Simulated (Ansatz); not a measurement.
# BF$_{2}$GeH$_{3}$ (SMILES F[BH][GeH2][F]): what the fields show

Input

```
crystal:
  periodic: [false, false, false]
  atoms:
    - { symbol: F, position_ang: [-1.2937, -1.734, 0.7274] }
    - { symbol: B, position_ang: [-0.0664, -1.1659, 0.3004] }
    - { symbol: Ge, position_ang: [0.0825, 0.7879, -0.2028] }
    - { symbol: F, position_ang: [-0.40744, 1.79416, 1.05961] }
    - { symbol: H, position_ang: [0.8815, -1.8803, 0.2312] }
    - { symbol: H, position_ang: [1.54026, 1.10464, -0.65959] }
    - { symbol: H, position_ang: [-0.88509, 1.05449, -1.45172] }
basis:
  gaussian: { orbitals: def2-SVP }
hamiltonian:
  xc: pbe
relax:
  f_tol: 0.015
  max_steps: 40
output:
  orbitals: {}
```

Command:

```sh
ansatz run input.yaml --threads 1 --pin off --max-ram 2048MiB --backend cpu --events-out ev --progress --plain --runs-dir out
```

The fields are those of the relaxed geometry.

Theory: RKS PBE/def2-SVP in Ansatz.

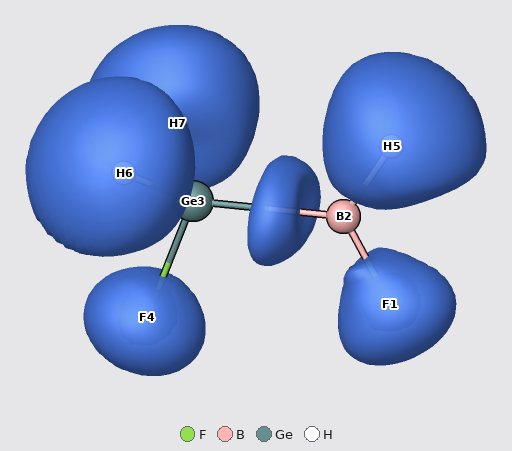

Figure 1. Isosurface of the ELF at 0.75 (blue), seen at a tilt. Only the valence region is drawn (cores and ρ < 0.01 e/Å³ removed).

Question: Identify the bonds, lone pairs and shells in this picture.

Answer: The surface consists of one region between bonded B–Ge atoms (shared pairs), three regions around hydrogen nuclei, one region on F in which the atom's valence shell and bonds are merged and one region wrapped around F (its valence shell). Profiles from the grid: B–F (1.32 Å): the ELF peaks at about 0.85 between the atoms; a polar covalent bond. Ge–F (1.77 Å): the ELF peaks at about 0.80 in the valence shell of F, 0.5 Å from its nucleus, and is about 0.25 at the midpoint.

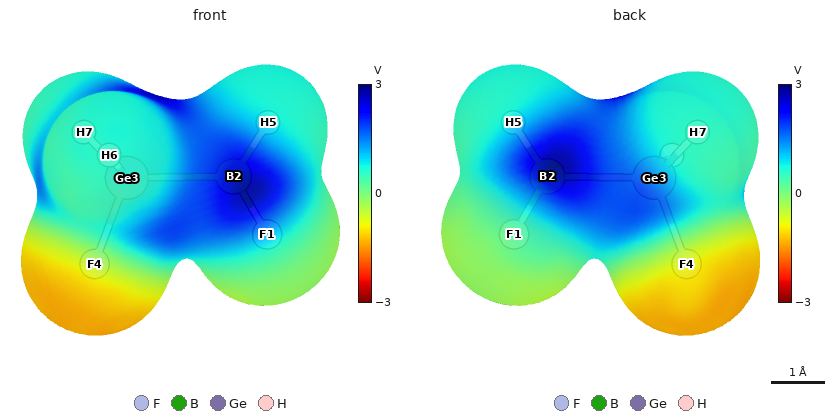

Figure 2. The molecular electrostatic potential painted on the density surface at 0.004 e/bohr³, seen from the front and from behind; red is negative and blue positive.

Question: Where is the surface potential most negative and most positive?

Answer: The most negative region (about −1.4 V) lies over F4, the most positive (about +2.8 V) over B2.

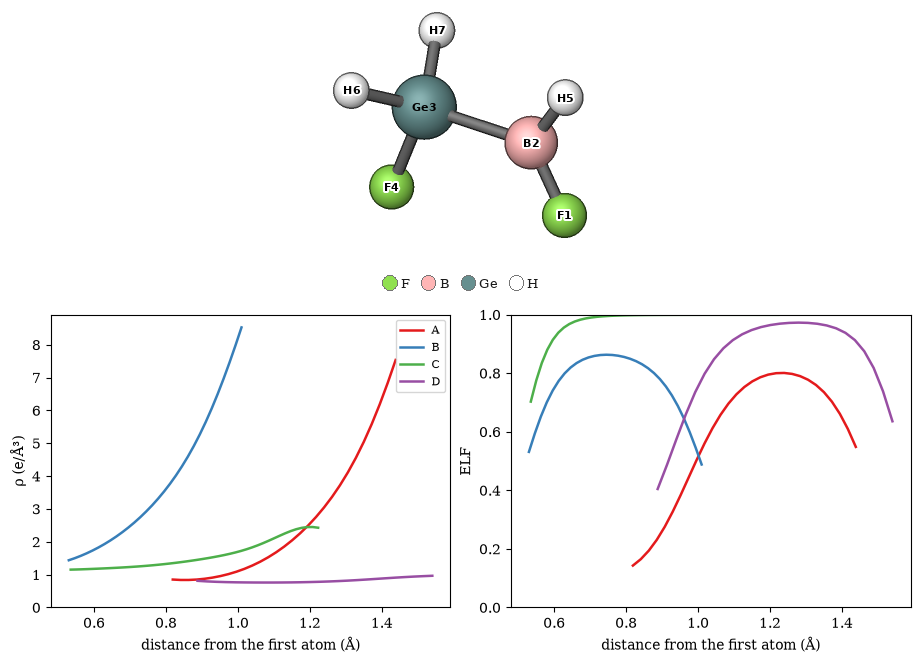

Figure 3. Electron density and ELF along straight lines between neighbouring atoms. The curves leave out the atomic cores. The structure is drawn too.

Question: Which curve belongs to which contact (B–F, B–H, Ge–B and Ge–F)? The first atom named is at distance zero.

Answer: Curve A: Ge–F (1.77 Å): the density is about 0.85 e/Å³ at the midpoint; the ELF peaks at about 0.80 in the valence shell of F, 0.5 Å from its nucleus, and is about 0.25 at the midpoint. Curve B: B–F (1.32 Å): the density is about 2.2 e/Å³ at the midpoint; the ELF peaks at about 0.85 between the atoms; a polar covalent bond. Curve C: B–H (1.22 Å): ρ is about 1.2 e/Å³ halfway; the ELF climbs to about 1 towards the hydrogen, as it does in any bond to H; an ordinary covalent bond to hydrogen. Curve D: Ge–B (2.09 Å): ρ at the midpoint is about 0.76 e/Å³; the ELF peaks at about 1 between the atoms (a covalent bond).
